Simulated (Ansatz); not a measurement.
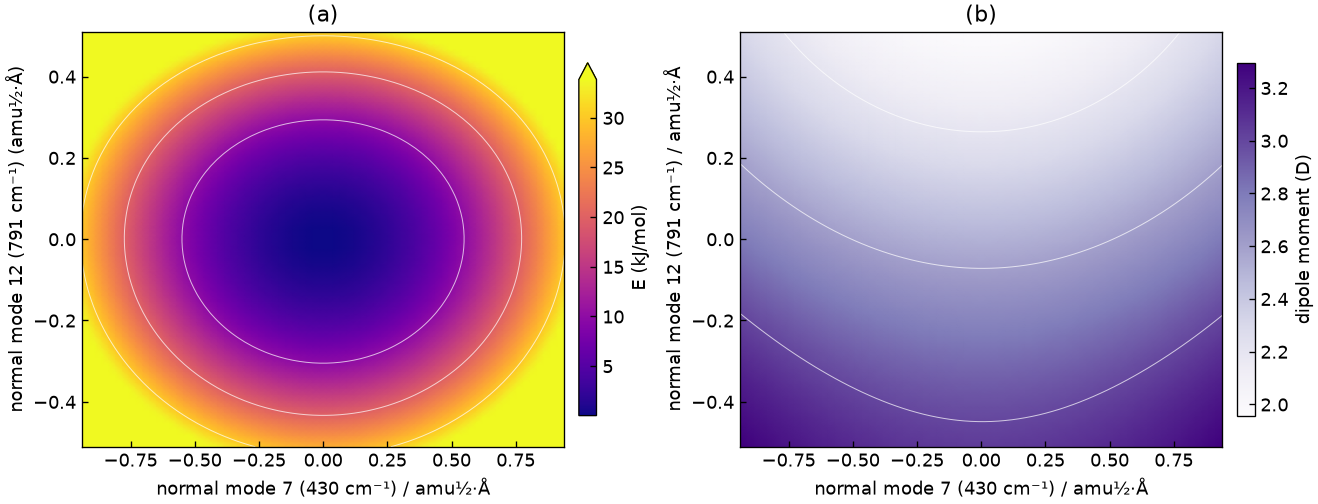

Cl2Ge2H4, SMILES [Cl][GeH]([Cl])[GeH3]. First axis: normal mode 7 (430 cm⁻¹). Second axis: normal mode 12 (791 cm⁻¹). Nothing is relaxed (straight displacements along the two mass-weighted modes). The grid has 15 × 15 points. Points are written as (first, second). All energies are given in kJ/mol relative to the relaxed molecule at the same level. The calculation used Ansatz, RKS PBE0-D4/def2-SVP.

Panel (a) is the energy; panel (b) is the computed dipole moment, in D.

In the figure: a smooth colour map with a few white contour lines, one colour for all values above the top of the scale. Between grid points the surface is interpolated.

How does the dipole moment vary over the map, and what is it at the lowest grid point?

Answer. Leaving out the highest fifth of the energies, it runs from 1.96 D at (0.000 amu½·Å, 0.511 amu½·Å) to 3.10 D at (−0.403 amu½·Å, −0.511 amu½·Å). At the lowest grid point, (0.000 amu½·Å, 0.000 amu½·Å), it is 2.51 D.
